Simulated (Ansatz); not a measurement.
# B3LYP/STO-3G run of BSiH5 (boranylsilane)

What is the electronic atomisation energy of BSiH5 (boranylsilane) at B3LYP/STO-3G? 

The calculation is run with Ansatz 0.2.0.

47 further runs of the same task are left out: 47 set aside as unsound or not needed.

### 1 The molecule

BSiH5 has 7 atoms, charge 0, and is taken as a singlet. As SMILES, `B[SiH3]`. Geometry: relaxed at PBE0-D4/def2-TZVP.

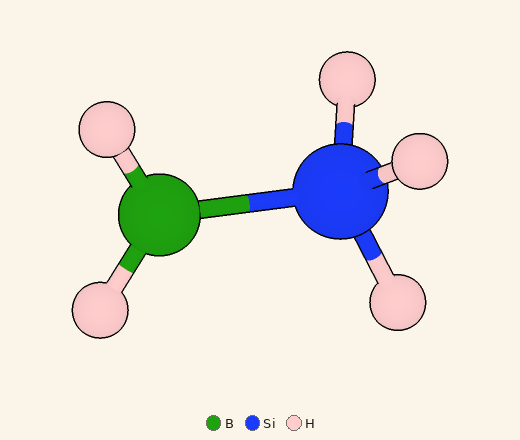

Viewed from a chosen angle; boron green, silicon blue, hydrogen pink.

### 2 A single-point energy at B3LYP/STO-3G

molecule.yaml

```yaml
crystal:
  periodic: [false, false, false]
  atoms:
    - symbol: B
      position_ang: [-0.043200, -1.189000, 0.204300]
    - symbol: Si
      position_ang: [0.089100, 0.785300, -0.148500]
    - symbol: H
      position_ang: [-1.126000, -1.690600, 0.290100]
    - symbol: H
      position_ang: [0.906400, -1.902500, 0.335400]
    - symbol: H
      position_ang: [-0.616000, 1.093400, -1.427200]
    - symbol: H
      position_ang: [-0.623600, 1.516700, 0.939600]
    - symbol: H
      position_ang: [1.474500, 1.318800, -0.239500]
basis:
  gaussian:
    orbitals: STO-3G
hamiltonian:
  xc: {name: B3LYP}
accuracy: high
```

Run with:

```
$ ansatz run molecule.yaml --threads 1 --pin off --max-ram 2610MiB --events-out events.jsonl --progress --plain --runs-dir runs
```

The program printed:

```text
Warning: RAYON_NUM_THREADS=1 ignored (pool sized by the plan → 1); use --threads N
Functional definition: B3LYP
  name "B3LYP"
  parameter a0 = 0.2
  parameter ax = 0.72
  parameter ac = 0.81
  exchange = (1 - a0 - ax)*slater_x + ax*b88_x + a0*exact_x
  correlation = (1 - ac)*vwn_rpa_c + ac*lyp_c
334 factors; integrals over basis functions are off by at most 1.3e-8 eV
mean field evaluation 1: about -8534.0934 eV, gradient 1.4e1 eV
mean field evaluation 2: about -8534.4868 eV, gradient 8.4e0 eV
mean field evaluation 4: about -8534.7500 eV, gradient 2.7e-1 eV
mean field evaluation 8: about -8534.6740 eV, gradient 1.5e-3 eV
mean field -8534.67403555 eV, -313.6434857966 hartree, gradient 6.1e-8 eV, S^2 0.000000; 0 other end points of the search recorded, 0 dependent functions left out
reference -8534.67406435 eV, -313.6434868550 hartree; 12, 12 occupied and 7, 7 virtual orbitals, 334 factors
Total energy: -8534.67406435 eV, -313.6434868550 hartree
```

Wall time 1.1 s (1 thread of Arm Neoverse V2, shared host); peak memory 0.099 GiB.

### 3 The B atom

job.yaml

```yaml
crystal:
  periodic: [false, false, false]
  atoms:
    - symbol: B
      position_ang: [0.000000, 0.000000, 0.000000]
basis:
  gaussian: {orbitals: STO-3G}
hamiltonian: {xc: {name: B3LYP}}
accuracy: high
magnetization: {spin_polarized: true, initial_magnetization: 1}
```

Run the same way, it converges to -24.28154 Eh (log not shown).

### 4 The H atom

molecule.yaml

```yaml
crystal:
  periodic: [false, false, false]
  atoms:
    - symbol: H
      position_ang: [0.000000, 0.000000, 0.000000]
basis:
  gaussian: {orbitals: STO-3G}
magnetization: {spin_polarized: true, initial_magnetization: 1}
hamiltonian: {xc: {name: B3LYP}}
accuracy: high
```

Run the same way, it converges to -0.46753 Eh (log not shown).

### 5 The Si atom at the same level

job.yaml

```yaml
crystal:
  periodic: [false, false, false]
  atoms:
    - {symbol: Si, position_ang: [0.000000, 0.000000, 0.000000]}
basis:
  gaussian:
    orbitals: STO-3G
magnetization:
  spin_polarized: true
  initial_magnetization: 2
hamiltonian:
  xc: {name: B3LYP}
accuracy: high
```

Run the same way, it converges to -285.94209 Eh (log not shown).

### 6 Summary of results

Level: B3LYP/STO-3G.

| quantity | value |
| --- | --- |
| molecule: total energy | -313.64349 Eh |
| B atom: total energy | -24.28154 Eh |
| B atom: ⟨S²⟩ | 0.750 |
| H atom: total energy | -0.46753 Eh |
| H atom: ⟨S²⟩ | 0.750 |
| Si atom: total energy | -285.94209 Eh |
| Si atom: ⟨S²⟩ | 2.000 |
| electronic atomisation energy | 29.448 eV |

In words: Taking the molecule apart into free atoms costs 29.45 eV (2841 kJ/mol), before zero-point energy and without spin-orbit coupling. In a minimal basis such a difference can be off by several eV, whatever the method.
